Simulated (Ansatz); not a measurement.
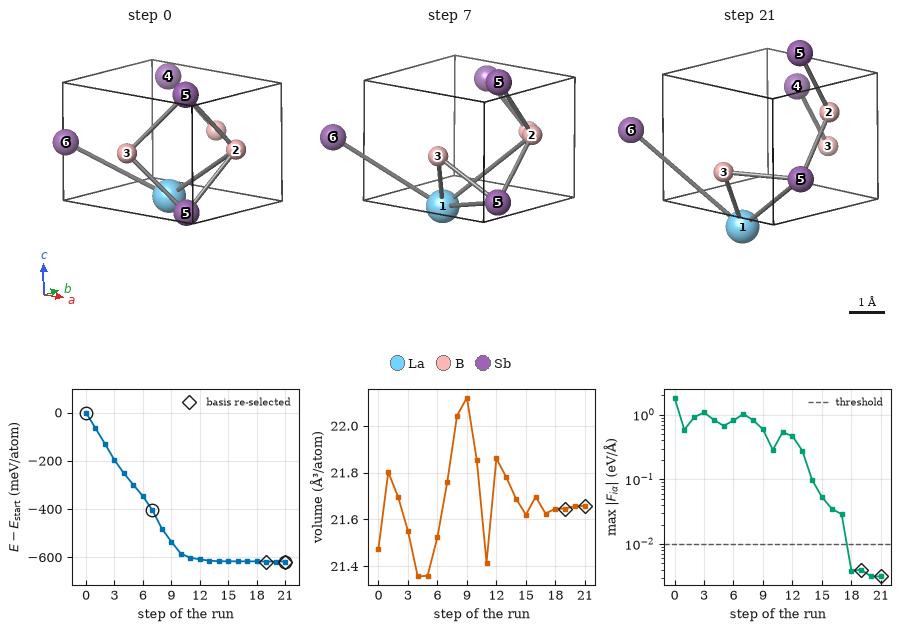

Frames of a relaxation of solid LaB2Sb3 (built on the CeAl2Cu3-65 type type), marked on the history of the run. A ball-and-stick model of the cell of the calculation, seen slightly off an axis.

Case: shaken.

All numbers below come from DFT, PBEsol, plane waves, PAW (Ansatz). (plane-wave cutoff 420 eV; k-point mesh 4 × 4 × 6; occupations fermi dirac; smearing width 0.05 eV; no spin polarisation; cell and atoms relaxed; force threshold 0.01 eV/Å; at most 120 steps)

**Describe the path.**

Over 19 accepted moves (21 points after the start) the energy falls by 617 meV per atom. The largest force component goes from 1.8 to 0.0032 eV/Å. Pressure: 2.34 GPa at the start and 0.00 GPa at the end. The SCF was repeated twice at an unchanged geometry on a basis and grid sized afresh for the cell, which shifted the energy by 0.6 meV per atom at most. Sb5 moves most relative to the cell: 1.24 Å along [1 1 2]. By element the largest moves are Sb 1.24 Å, La 1.22 Å, B 1.03 Å. The volume changes by +0.9 %, with a 6.684 → 6.013 Å (−10.0 %), b 6.654 → 6.911 Å (+3.9 %), c 3.451 → 3.683 Å (+6.7 %), α 91.0° → 89.6°, β 90.2° → 91.6°, γ 122.9° → 121.9°. Among the contacts that change: La1–Sb5 5.305 → 3.495 Å, B3–Sb5 2.464 → 4.216 Å, Sb4–Sb6 4.742 → 3.020 Å, Sb5–Sb6 3.112 → 4.311 Å. Bond angles that change, for instance: Sb4–B3–Sb5 173.5° → 108.1°, La1–Sb5–B2 68.9° → 127.4°, Sb4–B2–Sb5 166.0° → 107.5°. The space group stays P1 (No. 1). The run took 2.3 min on 2 threads of Intel(R) Xeon(R) 6975P-C (Granite Rapids), with other jobs on the host, peak memory 0.58 GiB. From step 0 to 7: Sb6 moves most (1.05 Å), volume +1.3 %, energy −404 meV per atom. From step 7 to 21: Sb5 moves most (0.75 Å), volume −0.5 %, energy −213 meV per atom.

```
step  E − E(0), meV/atom  largest force component, eV/Å  pressure, GPa  volume, Å³/atom                      note
   0                0.00                         1.8360           2.34           21.474                          
   1              -64.73                         0.5851          -0.37           21.802                          
   2             -129.38                         0.9162          -0.87           21.696                          
   3             -196.68                         1.0837          -0.54           21.551                          
   4             -251.68                         0.8350           0.47           21.356                          
   5             -299.56                         0.6728           0.41           21.359                          
   6             -346.39                         0.8153          -0.11           21.524                          
   7             -404.16                         1.0276           0.48           21.759                          
   8             -480.99                         0.8247          -0.14           22.044                          
   9             -535.07                         0.5933          -0.25           22.121                          
  10             -584.57                         0.2856           0.46           21.856                          
  11             -601.83                         0.5371           1.44           21.416                          
  12             -608.31                         0.4669          -0.29           21.860                          
  13             -613.81                         0.2783          -0.62           21.781                          
  14             -616.32                         0.0980          -0.03           21.689                          
  15             -616.57                         0.0533           0.05           21.620                          
  16             -616.63                         0.0351          -0.17           21.697                          
  17             -616.68                         0.0289           0.04           21.625                          
  18             -616.73                         0.0038           0.00           21.646                          
  19             -617.32                         0.0040           0.03           21.646  same geometry, new basis
  20             -617.32                         0.0032           0.00           21.657                          
  21             -617.32                         0.0032           0.00           21.657  same geometry, new basis
```
